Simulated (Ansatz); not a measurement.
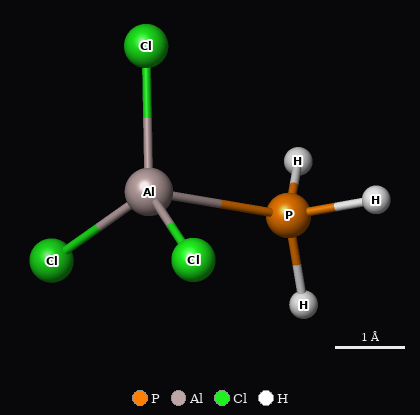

*The input geometry (ball-and-stick view, seen at an oblique angle). Sticks mark near contacts.*

AlPH3Cl3: geometry relaxation

System: AlPH3Cl3.
Method: RKS PBE0-D4/def2-TZVP (Ansatz 0.2.0).

The geometry: PBE-D4/def2-SVP start.

## Log
```
Functional definition: PBE0
  name "PBE0"
  cite "Adamo & Barone, J. Chem. Phys. 110, 6158 (1999) doi:10.1063/1.478522"
  cite "Perdew, Burke & Ernzerhof, Phys. Rev. Lett. 77, 3865 (1996) doi:10.1103/PhysRevLett.77.3865"
  parent pbe
  parameter a = 0.25
  parameter kappa = 0.804
  parameter beta = 0.06672455060314922
  exchange = (1 - a)*pbe_x(kappa = kappa, mu = beta*pi^2/3) + a*exact_x
  correlation = pbe_c(beta = beta)
1497 factors; their error is unknown
mean field evaluation 1: about -53490.1391 eV, gradient 2.2e1 eV
mean field evaluation 2: about -53490.4375 eV, gradient 2.1e1 eV
mean field evaluation 4: about -53491.2886 eV, gradient 1.2e0 eV
mean field evaluation 8: about -53491.4265 eV, gradient 1.3e-1 eV
mean field -53491.42652857 eV, -1965.7736671338 hartree, gradient 1.9e-5 eV, S^2 0.000000; 0 other end points of the search recorded, 0 dependent functions left out
the calculation of the forces begins
reference -53491.42656287 eV, -1965.7736683944 hartree; 41, 41 occupied and 162, 162 virtual orbitals, 1497 factors
relax step   1: F+E_penalty+E_count = -53491.68416002 eV  Δ(F+E_penalty+E_count) = +0.000e0 eV  max|allowed force component| = 5.553e-1 eV/Å  Δτ_max = 0.0000 Å  (24 SCF iters, accepted)
these checks for a lower state are left out or cut short: starts, cluster_reference, orbital_swaps, neighbouring_geometries, increment
1497 factors; their error is unknown
mean field evaluation 16: about -53491.3099 eV, gradient 1.6e0 eV
mean field -53491.44992046 eV, -1965.7745267698 hartree, gradient 2.1e-5 eV, S^2 0.000000; 0 other end points of the search recorded, 0 dependent functions left out
the calculation of the forces begins
reference -53491.44995460 eV, -1965.7745280246 hartree; 41, 41 occupied and 162, 162 virtual orbitals, 1497 factors
relax step   2: F+E_penalty+E_count = -53491.70933138 eV  Δ(F+E_penalty+E_count) = -2.517e-2 eV  max|allowed force component| = 1.694e-1 eV/Å  Δτ_max = 0.0224 Å  (27 SCF iters, accepted)
these checks for a lower state are left out or cut short: starts, cluster_reference, orbital_swaps, neighbouring_geometries, increment
1497 factors; their error is unknown
mean field -53491.45227462 eV, -1965.7746132837 hartree, gradient 2.1e-5 eV, S^2 0.000000; 0 other end points of the search recorded, 0 dependent functions left out
the calculation of the forces begins
reference -53491.45230871 eV, -1965.7746145365 hartree; 41, 41 occupied and 162, 162 virtual orbitals, 1497 factors
relax step   3: F+E_penalty+E_count = -53491.71210079 eV  Δ(F+E_penalty+E_count) = -2.769e-3 eV  max|allowed force component| = 1.626e-2 eV/Å  Δτ_max = 0.0193 Å  (27 SCF iters, accepted)
these checks for a lower state are left out or cut short: starts, cluster_reference, orbital_swaps, neighbouring_geometries, increment
1497 factors; their error is unknown
mean field evaluation 32: about -53491.4537 eV, gradient 1.3e-1 eV
mean field -53491.45368130 eV, -1965.7746649782 hartree, gradient 2.1e-5 eV, S^2 0.000000; 0 other end points of the search recorded, 0 dependent functions left out
the calculation of the forces begins
reference -53491.45371536 eV, -1965.7746662301 hartree; 41, 41 occupied and 162, 162 virtual orbitals, 1497 factors
relax step   4: F+E_penalty+E_count = -53491.71360027 eV  Δ(F+E_penalty+E_count) = -1.499e-3 eV  max|allowed force component| = 3.812e-2 eV/Å  Δτ_max = 0.0324 Å  (26 SCF iters, accepted)
these checks for a lower state are left out or cut short: starts, cluster_reference, orbital_swaps, neighbouring_geometries, increment
1497 factors; their error is unknown
mean field -53491.45110362 eV, -1965.7745702501 hartree, gradient 8.9e-6 eV, S^2 0.000000; 0 other end points of the search recorded, 0 dependent functions left out
the calculation of the forces begins
reference -53491.45113765 eV, -1965.7745715009 hartree; 41, 41 occupied and 162, 162 virtual orbitals, 1497 factors
relax step   5: F+E_penalty+E_count = -53491.71097621 eV  Δ(F+E_penalty+E_count) = +2.624e-3 eV  max|allowed force component| = 2.970e-1 eV/Å  Δτ_max = 0.1953 Å  (27 SCF iters, rejected (line search))
these checks for a lower state are left out or cut short: starts, cluster_reference, orbital_swaps, neighbouring_geometries, increment
1497 factors; their error is unknown
mean field -53491.45470984 eV, -1965.7747027762 hartree, gradient 1.9e-5 eV, S^2 0.000000; 0 other end points of the search recorded, 0 dependent functions left out
the calculation of the forces begins
reference -53491.45474383 eV, -1965.7747040256 hartree; 41, 41 occupied and 162, 162 virtual orbitals, 1497 factors
relax step   6: F+E_penalty+E_count = -53491.71458978 eV  Δ(F+E_penalty+E_count) = -9.895e-4 eV  max|allowed force component| = 2.126e-1 eV/Å  Δτ_max = 0.0794 Å  (27 SCF iters, accepted)
these checks for a lower state are left out or cut short: starts, cluster_reference, orbital_swaps, neighbouring_geometries, increment
1497 factors; their error is unknown
mean field -53491.45185326 eV, -1965.7745977990 hartree, gradient 6.6e-6 eV, S^2 0.000000; 0 other end points of the search recorded, 0 dependent functions left out
the calculation of the forces begins
reference -53491.45188722 eV, -1965.7745990471 hartree; 41, 41 occupied and 162, 162 virtual orbitals, 1497 factors
relax step   7: F+E_penalty+E_count = -53491.71321581 eV  Δ(F+E_penalty+E_count) = +1.374e-3 eV  max|allowed force component| = 1.119e-1 eV/Å  Δτ_max = 0.0957 Å  (27 SCF iters, rejected (line search))
these checks for a lower state are left out or cut short: starts, cluster_reference, orbital_swaps, neighbouring_geometries, increment
1497 factors; their error is unknown
mean field evaluation 64: about -53491.4573 eV, gradient 2.1e-5 eV
mean field -53491.45733753 eV, -1965.7747993420 hartree, gradient 2.1e-5 eV, S^2 0.000000; 0 other end points of the search recorded, 0 dependent functions left out
the calculation of the forces begins
reference -53491.45737152 eV, -1965.7748005912 hartree; 41, 41 occupied and 162, 162 virtual orbitals, 1497 factors
relax step   8: F+E_penalty+E_count = -53491.71731127 eV  Δ(F+E_penalty+E_count) = -2.721e-3 eV  max|allowed force component| = 3.762e-3 eV/Å  Δτ_max = 0.0400 Å  (26 SCF iters, accepted)
these checks for a lower state are left out or cut short: starts, cluster_reference, orbital_swaps, neighbouring_geometries, increment
1497 factors; their error is unknown
mean field -53491.45771421 eV, -1965.7748131850 hartree, gradient 2.0e-5 eV, S^2 0.000000; 0 other end points of the search recorded, 0 dependent functions left out
the calculation of the forces begins
reference -53491.45774821 eV, -1965.7748144344 hartree; 41, 41 occupied and 162, 162 virtual orbitals, 1497 factors
relax step   9: F+E_penalty+E_count = -53491.71768752 eV  Δ(F+E_penalty+E_count) = -3.763e-4 eV  max|allowed force component| = 3.109e-2 eV/Å  Δτ_max = 0.0443 Å  (25 SCF iters, accepted)
these checks for a lower state are left out or cut short: starts, cluster_reference, orbital_swaps, neighbouring_geometries, increment
1497 factors; their error is unknown
mean field -53491.45775106 eV, -1965.7748145392 hartree, gradient 2.0e-5 eV, S^2 0.000000; 0 other end points of the search recorded, 0 dependent functions left out
the calculation of the forces begins
reference -53491.45778506 eV, -1965.7748157888 hartree; 41, 41 occupied and 162, 162 virtual orbitals, 1497 factors
relax step  10: F+E_penalty+E_count = -53491.71777972 eV  Δ(F+E_penalty+E_count) = -9.220e-5 eV  max|allowed force component| = 1.508e-2 eV/Å  Δτ_max = 0.0107 Å  (27 SCF iters, accepted)
these checks for a lower state are left out or cut short: starts, cluster_reference, orbital_swaps, neighbouring_geometries, increment
1497 factors; their error is unknown
mean field -53491.45780949 eV, -1965.7748166863 hartree, gradient 2.0e-5 eV, S^2 0.000000; 0 other end points of the search recorded, 0 dependent functions left out
the calculation of the forces begins
reference -53491.45784349 eV, -1965.7748179359 hartree; 41, 41 occupied and 162, 162 virtual orbitals, 1497 factors
relax step  11: F+E_penalty+E_count = -53491.71780689 eV  Δ(F+E_penalty+E_count) = -2.717e-5 eV  max|allowed force component| = 7.192e-3 eV/Å  Δτ_max = 0.0087 Å  (28 SCF iters, accepted)
these checks for a lower state are left out or cut short: starts, cluster_reference, orbital_swaps, neighbouring_geometries, increment
1497 factors; their error is unknown
mean field -53491.45783032 eV, -1965.7748174520 hartree, gradient 7.4e-5 eV, S^2 0.000000; 0 other end points of the search recorded, 0 dependent functions left out
the calculation of the forces begins
reference -53491.45786432 eV, -1965.7748187015 hartree; 41, 41 occupied and 162, 162 virtual orbitals, 1497 factors
relax step  12: F+E_penalty+E_count = -53491.71782588 eV  Δ(F+E_penalty+E_count) = -1.899e-5 eV  max|allowed force component| = 2.109e-4 eV/Å  Δτ_max = 0.0021 Å  (19 SCF iters, accepted)
1497 factors; their error is unknown
mean field evaluation 96: about -53491.3242 eV, gradient 1.5e-1 eV
```

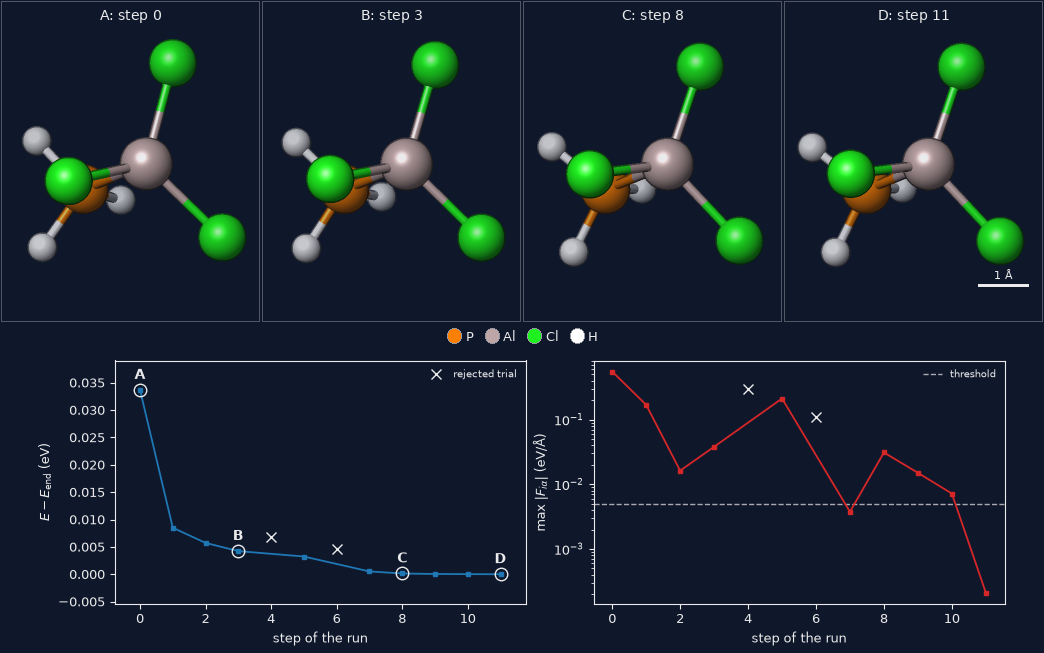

*Frames of the relaxation (ball-and-stick view, seen at a tilt) above the curves, on which the letters mark them (the first geometry is step 0 here and step 1 in the log).*

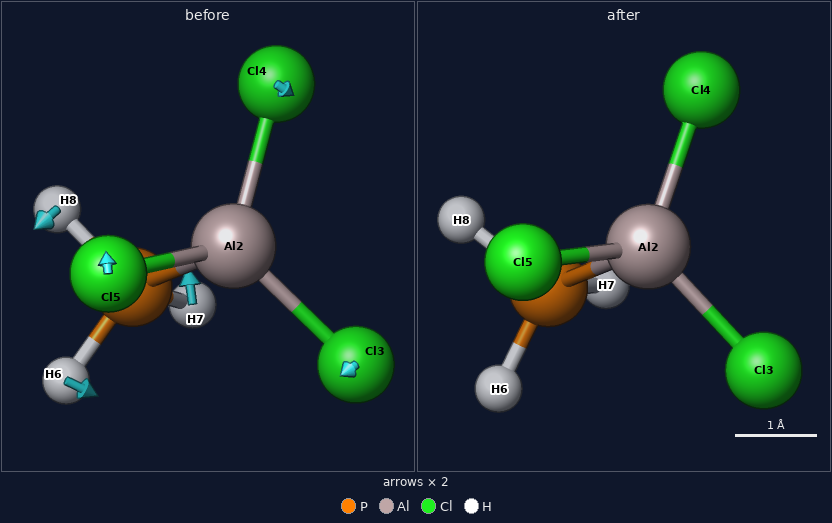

*Before (left) and after (right) the relaxation, at one scale (ball-and-stick view, seen at a tilt). The teal arrows give the displacements, magnified 2 times.*

The largest moves after the best rigid fit, 0.24 Å, are those of H6, H7 and H8. Largest moves by element: H 0.24 Å, Cl 0.15 Å, Al 0.03 Å, P 0.01 Å. Among the contacts that change: P1–H6 1.427 → 1.407 Å, P1–Al2 2.497 → 2.476 Å, Al2–Cl3 2.125 → 2.106 Å, Al2–Cl4 2.125 → 2.106 Å. The energy falls by 0.034 eV in 11 geometry steps. Largest force component: 0.56 eV/Å at the start, 0.00021 eV/Å at the end. The line search rejected the trial steps at points 4, 6 (counted from 0) and went back. (Atoms are counted from 1 in the order of the input.)

```
mean field -53491.45783032 eV, -1965.7748174520 hartree, gradient 7.4e-5 eV, S^2 0.000000; 1 other end points of the search recorded, 0 dependent functions left out
the calculation of the forces begins
reference -53491.45786432 eV, -1965.7748187015 hartree; 41, 41 occupied and 162, 162 virtual orbitals, 1497 factors
Total energy: -53491.71785988 eV, -1965.7843733619 hartree
Atom 0 at    -0.998980    -0.133173     0.480827 Å, force    -0.000087     0.000089     0.000049 eV/Å
Atom 1 at     1.217071     0.143159    -0.588941 Å, force    -0.000122    -0.000158    -0.000126 eV/Å
Atom 2 at     2.373445    -1.098191     0.658402 Å, force    -0.000012     0.000022    -0.000006 eV/Å
Atom 3 at     0.774598    -0.575702    -2.518071 Å, force     0.000101     0.000008     0.000070 eV/Å
Atom 4 at     1.462628     2.223059    -0.370387 Å, force    -0.000102    -0.000072    -0.000008 eV/Å
Atom 5 at    -1.120432     0.252199     1.828431 Å, force    -0.000047    -0.000002     0.000110 eV/Å
Atom 6 at    -1.533767    -1.433223     0.537332 Å, force     0.000211    -0.000002    -0.000120 eV/Å
Atom 7 at    -2.082365     0.564772    -0.083494 Å, force     0.000058     0.000115     0.000030 eV/Å
Dipole moment:    -1.049885    -0.130922     0.506844 e Å
```

## Trajectory as extended XYZ (Å, eV, eV/Å), 12 frames, from step=1 to step=12
```
8
Properties=species:S:1:pos:R:3:forces:R:3 step=1 energy=-53491.68416
P    -0.9915   -0.1328    0.4763   -0.5553  -0.0686   0.2689
Al    1.2425    0.1453   -0.6031   -0.0269  -0.0043   0.0159
Cl    2.3539   -1.2231    0.5836   -0.1412   0.2261  -0.2006
Cl    0.7374   -0.4468   -2.5802    0.1150   0.0902   0.3008
Cl    1.5257    2.2193   -0.2372   -0.0144  -0.3198  -0.0824
H    -1.1961    0.4713    1.7532    0.0976  -0.1803  -0.3770
H    -1.4414   -1.4568    0.7628    0.1591   0.3832  -0.1118
H    -2.1383    0.3664   -0.2114    0.3661  -0.1266   0.1862
8
Properties=species:S:1:pos:R:3:forces:R:3 step=2 energy=-53491.70933
P    -0.9996   -0.1338    0.4802   -0.1694  -0.0200   0.0833
Al    1.2235    0.1433   -0.5933   -0.0151  -0.0015   0.0093
Cl    2.3484   -1.2045    0.5744   -0.0185   0.0393  -0.0268
Cl    0.7473   -0.4473   -2.5601    0.0194   0.0070   0.0447
Cl    1.5240    2.2017   -0.2493   -0.0035  -0.0471  -0.0189
H    -1.1863    0.4590    1.7499    0.0240  -0.0733  -0.1272
H    -1.4389   -1.4506    0.7479    0.0420   0.1375  -0.0412
H    -2.1262    0.3752   -0.2056    0.1212  -0.0418   0.0767
8
Properties=species:S:1:pos:R:3:forces:R:3 step=3 energy=-53491.71210
P    -1.0008   -0.1336    0.4813    0.0005  -0.0005  -0.0007
Al    1.2182    0.1426   -0.5907   -0.0012   0.0008   0.0021
Cl    2.3494   -1.1938    0.5783    0.0051   0.0004   0.0091
Cl    0.7510   -0.4563   -2.5539   -0.0018  -0.0095  -0.0042
Cl    1.5197    2.1998   -0.2600   -0.0026   0.0090  -0.0055
H    -1.1819    0.4406    1.7524    0.0078  -0.0046   0.0142
H    -1.4446   -1.4448    0.7304   -0.0042  -0.0117  -0.0119
H    -2.1188    0.3883   -0.1938   -0.0036   0.0163  -0.0032
8
Properties=species:S:1:pos:R:3:forces:R:3 step=4 energy=-53491.71360
P    -1.0017   -0.1340    0.4813    0.0381   0.0061  -0.0161
Al    1.2167    0.1428   -0.5893   -0.0031  -0.0001   0.0012
Cl    2.3525   -1.1795    0.5908    0.0060  -0.0023   0.0116
Cl    0.7530   -0.4743   -2.5475   -0.0028  -0.0102  -0.0100
Cl    1.5110    2.2037   -0.2763   -0.0030   0.0115  -0.0031
H    -1.1693    0.4140    1.7652   -0.0050  -0.0039   0.0224
H    -1.4565   -1.4462    0.7003   -0.0142  -0.0165  -0.0052
H    -2.1135    0.4165   -0.1804   -0.0162   0.0155  -0.0008
8
Properties=species:S:1:pos:R:3:forces:R:3 step=5 energy=-53491.71098 accepted=F
P    -0.9952   -0.1288    0.4862   -0.2935  -0.0836   0.1232
Al    1.2130    0.1412   -0.5903    0.0387   0.0096  -0.0022
Cl    2.3721   -1.0949    0.6650   -0.0206   0.0242  -0.0322
Cl    0.7745   -0.5856   -2.5212    0.0048   0.0209   0.0620
Cl    1.4549    2.2251   -0.3769    0.0013  -0.0389  -0.0102
H    -1.1204    0.2455    1.8503    0.0112  -0.0785  -0.2873
H    -1.5290   -1.4450    0.5203    0.0795   0.2970   0.0103
H    -2.0777    0.5855   -0.0893    0.1786  -0.1506   0.1365
8
Properties=species:S:1:pos:R:3:forces:R:3 step=6 energy=-53491.71459
P    -0.9940   -0.1317    0.4802   -0.2126  -0.0344   0.0853
Al    1.2073    0.1414   -0.5855    0.1372   0.0087  -0.0753
Cl    2.3641   -1.1460    0.6208   -0.0454   0.0359  -0.0239
Cl    0.7654   -0.5195   -2.5406   -0.0026   0.0169   0.0784
Cl    1.4907    2.2144   -0.3180   -0.0222  -0.0495  -0.0037
H    -1.1502    0.3443    1.7978    0.0361  -0.0176  -0.0553
H    -1.4899   -1.4432    0.6289    0.0411   0.0539  -0.0221
H    -2.1012    0.4833   -0.1396    0.0685  -0.0139   0.0165
8
Properties=species:S:1:pos:R:3:forces:R:3 step=7 energy=-53491.71322 accepted=F
P    -0.9847   -0.1336    0.4695   -0.1119   0.0016   0.0743
Al    1.2246    0.1458   -0.5887   -0.0855  -0.0202   0.0195
Cl    2.3519   -1.1102    0.6724    0.0395   0.0212  -0.0347
Cl    0.7392   -0.5749   -2.5087    0.0651   0.0129  -0.0146
Cl    1.4432    2.2276   -0.3509    0.0468  -0.0155  -0.0238
H    -1.0977    0.2667    1.8174   -0.0294  -0.0344  -0.0766
H    -1.5137   -1.4394    0.5368    0.0178   0.0854   0.0046
H    -2.0708    0.5609   -0.1036    0.0576  -0.0508   0.0513
8
Properties=species:S:1:pos:R:3:forces:R:3 step=8 energy=-53491.71731
P    -0.9993   -0.1331    0.4809    0.0028   0.0001  -0.0008
Al    1.2167    0.1430   -0.5890    0.0026   0.0006  -0.0012
Cl    2.3663   -1.1270    0.6360   -0.0013   0.0031   0.0004
Cl    0.7662   -0.5413   -2.5289    0.0005  -0.0017   0.0028
Cl    1.4789    2.2173   -0.3376   -0.0015  -0.0014  -0.0022
H    -1.1363    0.3090    1.8094    0.0003  -0.0038   0.0018
H    -1.5063   -1.4407    0.5925   -0.0030  -0.0001  -0.0031
H    -2.0940    0.5157   -0.1191   -0.0002   0.0032   0.0023
8
Properties=species:S:1:pos:R:3:forces:R:3 step=9 energy=-53491.71769
P    -0.9999   -0.1336    0.4810   -0.0129   0.0007   0.0086
Al    1.2169    0.1434   -0.5886   -0.0036  -0.0003   0.0014
Cl    2.3712   -1.1066    0.6521   -0.0002   0.0014   0.0001
Cl    0.7712   -0.5656   -2.5206    0.0008  -0.0006  -0.0007
Cl    1.4679    2.2218   -0.3610   -0.0013  -0.0028  -0.0004
H    -1.1234    0.2696    1.8245   -0.0061  -0.0124  -0.0288
H    -1.5255   -1.4380    0.5527    0.0049   0.0311   0.0007
H    -2.0861    0.5519   -0.0961    0.0185  -0.0170   0.0190
8
Properties=species:S:1:pos:R:3:forces:R:3 step=10 energy=-53491.71778
P    -0.9983   -0.1322    0.4813   -0.0131  -0.0054   0.0043
Al    1.2182    0.1429   -0.5898   -0.0111   0.0012   0.0078
Cl    2.3717   -1.1023    0.6560    0.0040  -0.0009  -0.0005
Cl    0.7725   -0.5719   -2.5195    0.0018  -0.0006  -0.0015
Cl    1.4634    2.2221   -0.3658    0.0043   0.0033  -0.0024
H    -1.1235    0.2596    1.8274    0.0024  -0.0048  -0.0151
H    -1.5283   -1.4346    0.5433    0.0018   0.0144   0.0004
H    -2.0837    0.5593   -0.0887    0.0099  -0.0074   0.0070
8
Properties=species:S:1:pos:R:3:forces:R:3 step=11 energy=-53491.71781
P    -0.9989   -0.1340    0.4798   -0.0039   0.0033   0.0072
Al    1.2181    0.1437   -0.5889   -0.0056  -0.0017   0.0015
Cl    2.3737   -1.0981    0.6584    0.0020  -0.0010   0.0013
Cl    0.7739   -0.5751   -2.5174    0.0015  -0.0014  -0.0062
Cl    1.4636    2.2234   -0.3701   -0.0005   0.0002   0.0004
H    -1.1197    0.2526    1.8272   -0.0001   0.0001   0.0002
H    -1.5354   -1.4333    0.5386    0.0047  -0.0013  -0.0024
H    -2.0830    0.5637   -0.0835    0.0019   0.0017  -0.0020
8
Properties=species:S:1:pos:R:3:forces:R:3 step=12 energy=-53491.71783
P    -0.9990   -0.1332    0.4808   -0.0001   0.0001   0.0000
Al    1.2171    0.1432   -0.5889   -0.0001  -0.0002  -0.0001
Cl    2.3734   -1.0982    0.6584    0.0000   0.0000   0.0000
Cl    0.7746   -0.5757   -2.5181    0.0001   0.0000   0.0001
Cl    1.4626    2.2231   -0.3704   -0.0001  -0.0001   0.0000
H    -1.1204    0.2522    1.8284    0.0000   0.0000   0.0001
H    -1.5338   -1.4332    0.5373    0.0002   0.0000  -0.0001
H    -2.0824    0.5648   -0.0835    0.0001   0.0001   0.0000
```

The run was set up as follows.

## Input
```yaml
crystal:
  periodic: [false, false, false]
  atoms:
    - {symbol: P, position_ang: [-0.991453, -0.132776, 0.476346]}
    - {symbol: Al, position_ang: [1.242540, 0.145334, -0.603090]}
    - {symbol: Cl, position_ang: [2.353851, -1.223109, 0.583609]}
    - {symbol: Cl, position_ang: [0.737423, -0.446814, -2.580203]}
    - {symbol: Cl, position_ang: [1.525678, 2.219317, -0.237203]}
    - {symbol: H, position_ang: [-1.196052, 0.471342, 1.753241]}
    - {symbol: H, position_ang: [-1.441449, -1.456752, 0.762810]}
    - {symbol: H, position_ang: [-2.138339, 0.366358, -0.211410]}
basis:
  gaussian: {orbitals: def2-TZVP}
hamiltonian: {xc: pbe0, dispersion: d4}
relax: {f_tol: 0.005, max_steps: 150}
```

Launched with:
```bash
ansatz run in.yaml --threads 4 --pin off --events-out ev --progress --plain --max-ram 10444MiB
```

## Results in brief

```tsv
quantity	value
outcome	converged
total energy	−53491.7179 eV
mean-field energy	−53491.4579 eV
dispersion energy	−0.2600 eV
SCF solution under orbital rotations	stable
largest force (length of the vector) at the end	under 0.001 eV/Å
dipole moment	5.63 D
hardware	4 threads of Arm Neoverse V1, 23 GiB of memory available, shared host
wall time	51 s (CPU time 3.2 min)
peak memory	0.71 GiB
```
